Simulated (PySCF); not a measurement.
**EPR calculation of C3H6F2Si (charge +1)**

- system: C3H6F2Si, charge +1, multiplicity 2
- method: UKS B3LYP, pcH-1 on C F H Si, non-relativistic, mean-field spin-orbit, GIAO (PySCF 2.14.0)

It belongs to a series of runs on one base structure; here: electron removed.

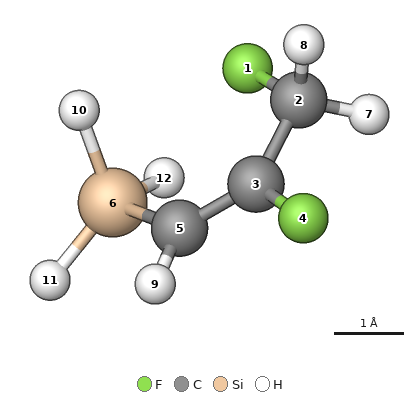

**Figure 1.** The structure as given in the input (ball-and-stick view, seen at a tilt; atoms are numbered from 1 in the order of the input). Bond lengths as drawn: C–C 1.35 to 1.49 Å, C–F 1.32 to 1.36 Å, C–H 1.08 to 1.10 Å, C–Si 1.90 Å and H–Si 1.46 to 1.50 Å.

**Summary**

```tsv
quantity	value
outcome	converged
total energy	−606.748357 hartree
⟨S²⟩	0.754
isotropic g	2.0045
hardware	1 CPU thread, shared host
wall time	44 s
peak memory	0.77 GiB
```

**The input**
```
{"job": {"kind": "epr", "basis": "pcH-1"}, "charge": 1, "multiplicity": 2}
F     -0.724230     1.524133    -0.068090
C     -1.588298     0.481957     0.075020
C     -0.847626    -0.804695     0.036831
F     -1.637719    -1.853247     0.183185
C      0.487509    -0.985234    -0.075169
Si     1.818374     0.371712    -0.013602
H     -2.120889     0.599705     1.032632
H     -2.336350     0.537189    -0.731707
H      0.819496    -2.009869    -0.198638
H      1.398127     0.988511    -1.318866
H      3.084324    -0.339495     0.121828
H      1.648482     1.488646     0.930549
```

The first line tells a small driver script what to run in PySCF; the rest is the geometry in Å.

Launched with:
```bash
OMP_NUM_THREADS=1 python <driver script> task.json out
```

**What the program printed**
```
UKS, coarse grid
  cycle   1  E = -606.65813153  |g| = 5.00e-01
  cycle   2  E = -606.44792313  |g| = 9.29e-01
  cycle   3  E = -606.74568623  |g| = 7.91e-02
  cycle   4  E = -606.74735895  |g| = 4.39e-02
  cycle   5  E = -606.74820440  |g| = 1.53e-02
  cycle   6  E = -606.74830994  |g| = 2.56e-03
  cycle   7  E = -606.74831483  |g| = 1.56e-03
  cycle   8  E = -606.74831674  |g| = 9.82e-04
UKS, final grid
  cycle   1  E = -606.74835607  |g| = 1.61e-03
  cycle   2  E = -606.74835367  |g| = 2.93e-03
  cycle   3  E = -606.74835729  |g| = 1.62e-04
  cycle   4  E = -606.74835730  |g| = 6.87e-05
  cycle   5  E = -606.74835731  |g| = 3.17e-05
  cycle   6  E = -606.74835732  |g| = 4.98e-06
E = -606.74835732 Eh   <S^2> = 0.7538 (exact 0.7500)
g shifts (ppm)      1          2          3
  rmc          -166       -166       -166
  gc              9         35         35
  oz_so          52       2590       4397
  total        -105       2458       4266
hyperfine (MHz)  atom isotope    a_iso     a_fc   dipolar eigenvalues
    0   19F      -0.37      -0.81    -19.08    -15.19     34.27
    1   13C     -14.09     -14.12     -2.74     -1.52      4.26
    2   13C      10.57      10.45    -27.29    -22.72     50.01
    3   19F      90.38      88.69   -178.17   -175.56    353.73
    4   13C      43.80      43.80    -41.92    -39.09     81.01
    5  29Si      50.14      50.24    -15.32      5.96      9.35
    6    1H      85.50      85.49     -3.81     -1.98      5.78
    7    1H      57.42      57.41     -3.50     -2.78      6.28
    8    1H     -19.39     -19.40    -18.60     -4.75     23.35
    9    1H     305.56     305.56     -4.90     -0.35      5.26
   10    1H      -6.37      -6.37     -2.30     -1.14      3.44
   11    1H      93.61      93.61     -2.40     -1.95      4.36
```

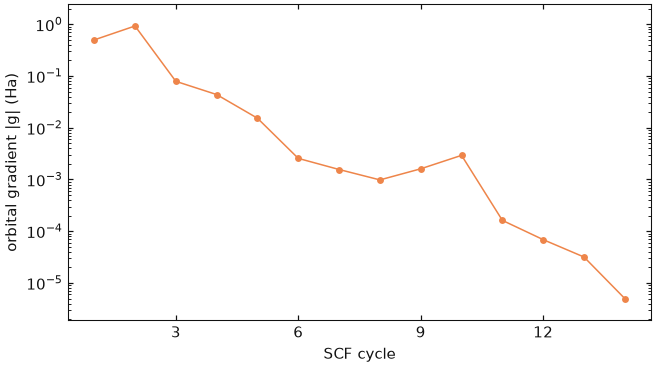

**Figure 2.** Convergence of the self-consistent field: orbital gradient |g| against the SCF cycle. All cycles printed in the log are drawn one after another.

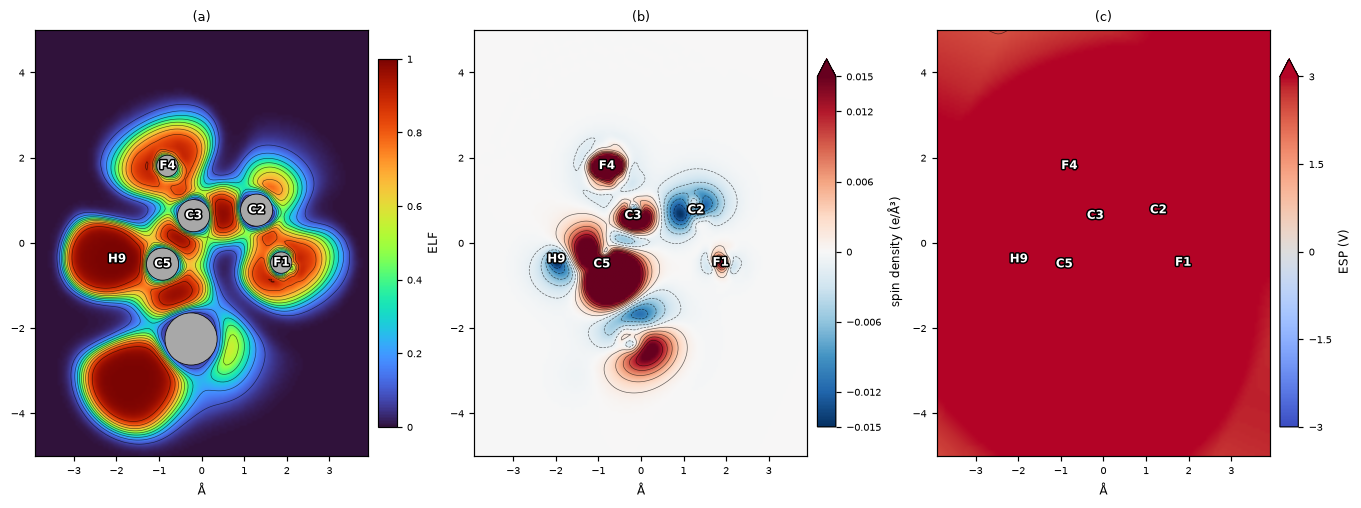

**Figure 3.** (a) electron localisation function; (b) spin density; (c) electrostatic potential on the plane of atoms C2, C3 and F4. Grey discs, where drawn, cover atomic cores. C–F (1.32 Å): the ELF peaks at about 0.85 between the atoms, which marks a shared but strongly polarised pair. C–C (1.35 Å): the ELF peaks at about 0.95 between the atoms; a double or triple bond. C–C (1.49 Å): the ELF peaks at about 1 between the atoms, which marks localised, shared-pair bonding. The unpaired spin (1 electron) lies mostly on C5 (about 0.4), C3 (about 0.2), H10 (about 0.1), F4 (about 0.1) and Si6 (about 0.1), in electrons by Hirshfeld's partition. The potential has no marked negative region in this plane.

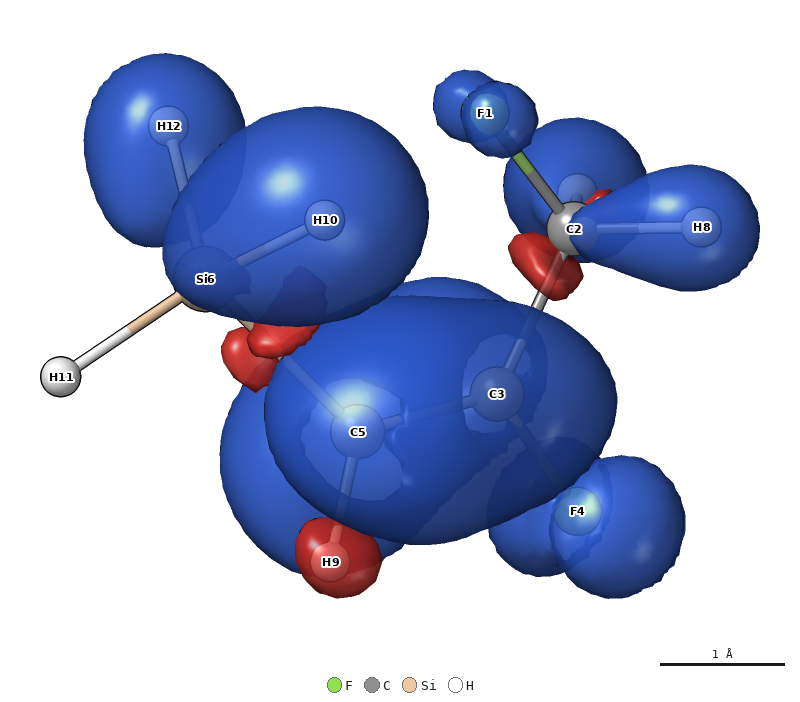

**Figure 4.** Isosurfaces of the spin density (α minus β) at +0.01 (blue) and −0.01 e/Å³ (red), seen at a tilt. The unpaired spin (1 electron) lies mostly on C5 (about 0.4), C3 (about 0.2), H10 (about 0.1), F4 (about 0.1) and Si6 (about 0.1), in electrons by Hirshfeld's partition.

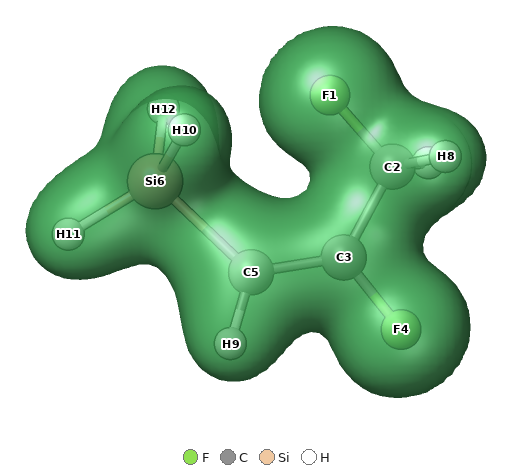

**Figure 5.** Isosurface of the total electron density at 0.2 e/Å³ (green), seen at an oblique angle. At this value the surface is in one piece. On the grid the lowest density along these lines, outside the cores, is 1.9 e/Å³ (C–F, 1.32 Å), 2.3 e/Å³ (C–C, 1.35 Å), 0.71 e/Å³ (C–Si, 1.90 Å) and 1.9 e/Å³ (C–H, 1.08 Å).
